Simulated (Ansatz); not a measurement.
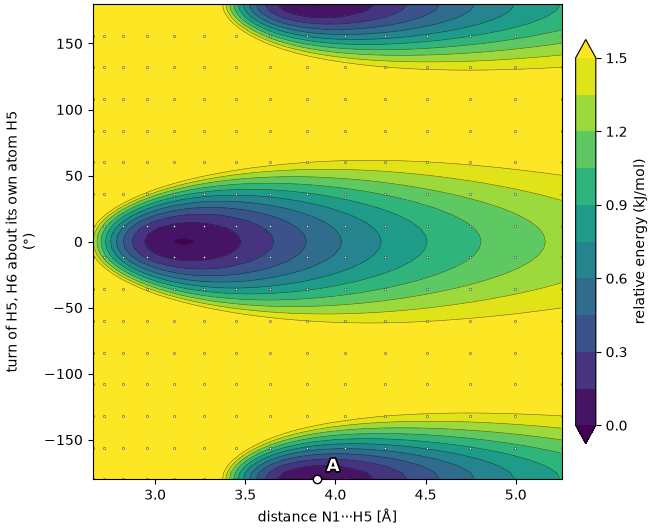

The pair H₃N···H₂. The turn is about an axis along (0.86, 0.46, −0.22) in the frame of the relaxed pair, normal to the line between the partners. The first coordinate is: distance N1···H5; the second: turn of H5, H6 about its own atom H5. The grid has 15 × 15 points. Points are written as (first, second). Energies are in kJ/mol, from the lowest grid point. Method: RHF/def2-TZVPD (Ansatz).

In the figure: filled contours, dots at the grid points, one colour for all values above the top of the scale, the well A. Between grid points the surface is interpolated.

Where is the minimum, and how stiff is the well along each coordinate? Take the well at A.

Answer. The interpolated minimum is at distance N1···H5 ≈ 3.897 Å, the second coordinate ≈ −180°. The curvatures there are about 0.05 eV/Å² and 0.1 eV/rad², with a cross term of about 0 eV/(Å·rad). Round the minimum the two coordinates are nearly uncoupled. (1 eV is 96.5 kJ/mol.)
